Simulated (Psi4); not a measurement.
# C2H5O− (ethanolate), run twice

Wanted: energy and gradient of C2H5O− (ethanolate), CCSD/cc-pV(D+d)Z (density fitting, density fitting for correlation).

The calculation is run with Psi4 1.11.

1 further run of the same task is left out (set aside as unsound or not needed).

## Step 1: The system as given

The species is C2H5O− (8 atoms), meant as a singlet with charge -1. As SMILES, `CC[O-]`. The shape is that of a GFN2-xTB optimisation.

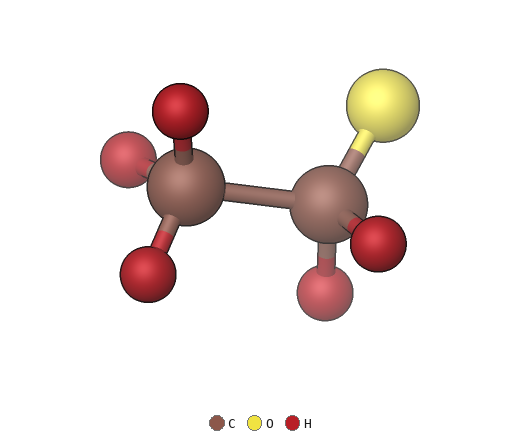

Viewed from a chosen angle; carbon brown, oxygen yellow, hydrogen red.

## Step 2: First attempt

c2h5o.json

```json
{
  "schema_name": "qcschema_input",
  "schema_version": 1,
  "molecule": {
    "schema_name": "qcschema_molecule",
    "schema_version": 2,
    "symbols": ["C", "C", "O", "H", "H", "H", "H", "H"],
    "geometry": [-0.44628, 0.59423, -0.26352, 0.47767, -0.57066, 0.26765, 1.69533, -0.24288, 0.56306, -1.4547, 0.23095, -0.48215, -0.01556, 1.01644, -1.17093, -0.50647, 1.3828, 0.48608, 0.3806, -1.39074, -0.5495, -0.13058, -1.02016, 1.1493],
    "molecular_charge": -1,
    "molecular_multiplicity": 1
  },
  "driver": "gradient",
  "model": {
    "method": "ccsd",
    "basis": "cc-pV(D+d)Z"
  },
  "keywords": {
    "scf_type": "df",
    "freeze_core": true,
    "cc_type": "df",
    "maxiter": 60
  }
}
```

The run is started by

```sh
$ psi4 --qcschema c2h5o.json -n 1 --memory 1600MB
```

stdout:

```text
[...]
  Running in c1 symmetry.
[...]
  Nuclear repulsion =  140.483968094257619
[...]
  Multiplicity = 1
[...]
  Nalpha       = 13
  Nbeta        = 13
[...]
    Number of basis functions: 67
[...]
   @DF-RHF iter   1:  -146.19079937860181    1.02920e+01   2.65769e-02 ADIIS/DIIS
[...]
   @DF-RHF iter  19:  -147.30524209866630   -2.84217e-14   4.81519e-11 DIIS
[...]
    Orbital Energies [Eh]
    ---------------------
    Doubly Occupied:
       1A    -20.239131     2A    -11.141448     3A    -10.936440
       4A     -1.525414     5A     -1.090100     6A     -0.971901
       7A     -0.950026     8A     -0.644000     9A     -0.439761
      10A     -0.417220    11A     -0.360919    12A      0.042134
      13A      0.105166
[...]
  @DF-RHF Final Energy:  -147.30524209866630
   => Energetics <=
    Nuclear Repulsion Energy =            140.4839680942576194
    One-Electron Energy =                -478.4402982477630530
    Two-Electron Energy =                 190.6510880548391071
    Total Energy =                       -147.3052420986662980
[...]
 Multipole Moments:
 ------------------------------------------------------------------------------------
     Multipole            Electronic (a.u.)      Nuclear  (a.u.)        Total (a.u.)
 ------------------------------------------------------------------------------------
 L = 1.  Multiply by 2.5417464519 to convert [e a0] to [Debye]
 Dipole X            :          2.8064415           -2.2722028            0.5342387
 Dipole Y            :          0.2525068            0.2945830            0.5470898
 Dipole Z            :          0.7875316           -0.7477208            0.0398108
 Magnitude           :                                                    0.7657043
[...]
	Warning: cc_lambda option is changed to TRUE
	For this residual convergence, default PCG convergence is:     1.00e-07
[...]
	DF-MP2 Total Energy (a.u.)         :  -147.78952253773599
[...]
	DF-CCSD Total Energy (a.u.)        :  -147.79347195967549
[...]
```

The result, in JSON:

```text
{
 "driver": "gradient",
 "model": {
  "method": "ccsd",
  "basis": "cc-pV(D+d)Z"
 },
 "success": true,
 "return_result": [0.9650788411934546, -0.8045838326325696, 0.46447382390724007, 3.6968616343643497, 2.2945281144316123, 0.6156560457088105, -6.9874404256960965, -1.7126252093794392, -1.7303998326608427, 1.7751093504899984, 0.5641640544471254, 0.40182005015951017, -0.70956447179283, -0.8039436466421321, 1.608119528370353, 0.14691715695716134, -1.4411857600452391, -1.2784721053248163, 0.20580349642723395, 1.2056265709182838, 1.124912124454637, 0.9072344180573548, 0.6980197089019047, -1.2061096346150322],
 "properties": {
  "calcinfo_nbasis": 67,
  "calcinfo_nmo": 67,
  "calcinfo_nalpha": 13,
  "calcinfo_nbeta": 13,
  "calcinfo_natom": 8,
  "nuclear_repulsion_energy": 140.48396809425765,
  "return_energy": -147.7934719596755,
  "return_gradient": [0.9650788411934546, -0.8045838326325696, 0.46447382390724007, 3.6968616343643497, 2.2945281144316123, 0.6156560457088105, -6.9874404256960965, -1.7126252093794392, -1.7303998326608427, 1.7751093504899984, 0.5641640544471254, 0.40182005015951017, -0.70956447179283, -0.8039436466421321, 1.608119528370353, 0.14691715695716134, -1.4411857600452391, -1.2784721053248163, 0.20580349642723395, 1.2056265709182838, 1.124912124454637, 0.9072344180573548, 0.6980197089019047, -1.2061096346150322],
  "scf_one_electron_energy": -478.44029824776305,
  "scf_two_electron_energy": 190.6510880548391,
  "scf_dipole_moment": [0.5342386829876964, 0.5470897945630211, 0.03981079669928511],
  "scf_total_energy": -147.3052420986663,
  "scf_iterations": 19,
  "mp2_singles_energy": 0.0,
  "mp2_doubles_energy": -0.484280439069696,
  "mp2_correlation_energy": -0.48428043906969265,
  "mp2_total_energy": -147.789522537736,
  "ccsd_singles_energy": 0.0,
  "ccsd_doubles_energy": -0.48822986100918797,
  "ccsd_correlation_energy": -0.48822986100918797,
  "ccsd_total_energy": -147.7934719596755
 }
}
```

It took 20 s on 1 thread of Intel Xeon Platinum 8259CL at 2.50GHz (Skylake/Cascade Lake), shared host; peak memory 0.64 GiB.

## Step 3: What went wrong

The run finished; that doesn't make the result usable.

The fault: the coordinates are read in the wrong unit, so the molecule is scaled by the ratio of bohr to ångström. As the program read them, the closest atoms are 0.58 Å apart, against 1.09 Å in the sound input.

## Step 4: The mended input

input.json

```json
{
 "schema_name": "qcschema_input",
 "schema_version": 1,
 "molecule": {
  "schema_name": "qcschema_molecule",
  "schema_version": 2,
  "symbols": ["C", "C", "O", "H", "H", "H", "H", "H"],
  "geometry": [-0.84334697, 1.12293196, -0.49798063, 0.90266548, -1.07839111, 0.5057852, 3.20370939, -0.45897668, 1.06402919, -2.74898459, 0.43643225, -0.91113145, -0.02940414, 1.92079322, -2.21273701, -0.95708959, 2.61311329, 0.91855807, 0.71922976, -2.62811771, -1.03840451, -0.24676044, -1.927823, 2.17186224],
  "molecular_charge": -1,
  "molecular_multiplicity": 1
 },
 "driver": "gradient",
 "model": {
  "method": "ccsd",
  "basis": "cc-pV(D+d)Z"
 },
 "keywords": {
  "scf_type": "df",
  "freeze_core": true,
  "cc_type": "df"
 }
}
```

The run is started by

```sh
$ psi4 --qcschema input.json -n 1 --memory 1600MB
```

stdout:

```text
[...]
  Running in c1 symmetry.
[...]
  Nuclear repulsion =   74.340914432147954
[...]
  Multiplicity = 1
[...]
  Nalpha       = 13
  Nbeta        = 13
[...]
    Number of basis functions: 67
[...]
   @DF-RHF iter   1:  -153.24785273501453   -6.51608e-01   9.08054e-03 DIIS/ADIIS
[...]
   @DF-RHF iter  15:  -153.44128526059143   -8.52651e-14   6.13898e-11 DIIS
[...]
    Orbital Energies [Eh]
    ---------------------
    Doubly Occupied:
       1A    -20.170380     2A    -11.043513     3A    -11.015748
       4A     -1.006529     5A     -0.761652     6A     -0.556628
       7A     -0.389743     8A     -0.369785     9A     -0.302233
      10A     -0.289066    11A     -0.262709    12A     -0.085579
      13A     -0.082568
[...]
  @DF-RHF Final Energy:  -153.44128526059143
   => Energetics <=
    Nuclear Repulsion Energy =             74.3409144321479545
    One-Electron Energy =                -362.8921333732234871
    Two-Electron Energy =                 135.1099336804841187
    Total Energy =                       -153.4412852605914281
[...]
 Multipole Moments:
 ------------------------------------------------------------------------------------
     Multipole            Electronic (a.u.)      Nuclear  (a.u.)        Total (a.u.)
 ------------------------------------------------------------------------------------
 L = 1.  Multiply by 2.5417464519 to convert [e a0] to [Debye]
 Dipole X            :          3.1525057           -4.2938410           -1.1413354
 Dipole Y            :         -0.1743799            0.5566811            0.3823013
 Dipole Z            :          0.9858521           -1.4129876           -0.4271355
 Magnitude           :                                                    1.2772022
[...]
	Warning: cc_lambda option is changed to TRUE
	For this residual convergence, default PCG convergence is:     1.00e-07
[...]
	DF-MP2 Total Energy (a.u.)         :  -153.92906738283634
[...]
	DF-CCSD Total Energy (a.u.)        :  -153.96231072278630
[...]
```

The result, in JSON:

```text
{
 "driver": "gradient",
 "model": {
  "method": "ccsd",
  "basis": "cc-pV(D+d)Z"
 },
 "success": true,
 "return_result": [-0.00751842095357258, 0.016350906740378424, -0.005740331825555112, 0.004204673474835552, 0.0037953401825783217, 0.0002495847700920706, -0.019060769661146892, -0.011335023888261908, -0.0031542488313340833, 0.0137401278472149, 0.003079486765009687, 0.0034180297524468717, -0.006088893708658394, -0.00578571675798778, 0.010753864046941786, -0.00021694418255091552, -0.010012660769633808, -0.009105597493244133, 0.007503464550494374, 0.0018666596529346435, 0.0016808716669738377, 0.007436762633111993, 0.0020410080744286407, 0.001897827913587502],
 "properties": {
  "calcinfo_nbasis": 67,
  "calcinfo_nmo": 67,
  "calcinfo_nalpha": 13,
  "calcinfo_nbeta": 13,
  "calcinfo_natom": 8,
  "nuclear_repulsion_energy": 74.34091443214795,
  "return_energy": -153.9623107227863,
  "return_gradient": [-0.00751842095357258, 0.016350906740378424, -0.005740331825555112, 0.004204673474835552, 0.0037953401825783217, 0.0002495847700920706, -0.019060769661146892, -0.011335023888261908, -0.0031542488313340833, 0.0137401278472149, 0.003079486765009687, 0.0034180297524468717, -0.006088893708658394, -0.00578571675798778, 0.010753864046941786, -0.00021694418255091552, -0.010012660769633808, -0.009105597493244133, 0.007503464550494374, 0.0018666596529346435, 0.0016808716669738377, 0.007436762633111993, 0.0020410080744286407, 0.001897827913587502],
  "scf_one_electron_energy": -362.8921333732235,
  "scf_two_electron_energy": 135.10993368048412,
  "scf_dipole_moment": [-1.1413353734685856, 0.3823012536203076, -0.4271354939050461],
  "scf_total_energy": -153.44128526059143,
  "scf_iterations": 15,
  "mp2_singles_energy": 0.0,
  "mp2_doubles_energy": -0.48778212224492146,
  "mp2_correlation_energy": -0.4877821222449086,
  "mp2_total_energy": -153.92906738283634,
  "ccsd_singles_energy": 0.0,
  "ccsd_doubles_energy": -0.5210254621948707,
  "ccsd_correlation_energy": -0.5210254621948707,
  "ccsd_total_energy": -153.9623107227863
 }
}
```

Wall time 20 s (1 thread of Intel Xeon Platinum 8259CL at 2.50GHz (Skylake/Cascade Lake), shared host); peak memory 0.64 GiB.

## Step 5: What came out

Level: CCSD/cc-pV(D+d)Z (density fitting, density fitting for correlation).

| quantity | value |
| --- | --- |
| total energy | -153.96231 Eh |
| HOMO energy (Hartree–Fock orbitals) | -2.25 eV |
| LUMO energy (Hartree–Fock orbitals) | 10.20 eV |
| HOMO–LUMO gap (to an unbound level, set by the basis) | 12.44 eV |
| correlation energy (3 core orbitals frozen) | -521.0 mEh |
| largest force on an atom | 1.152 eV/Å |

The first attempt's energy was +167.863 eV off this one. The largest force is 1.15 eV/Å: the shape isn't a stationary point for this species at this level.
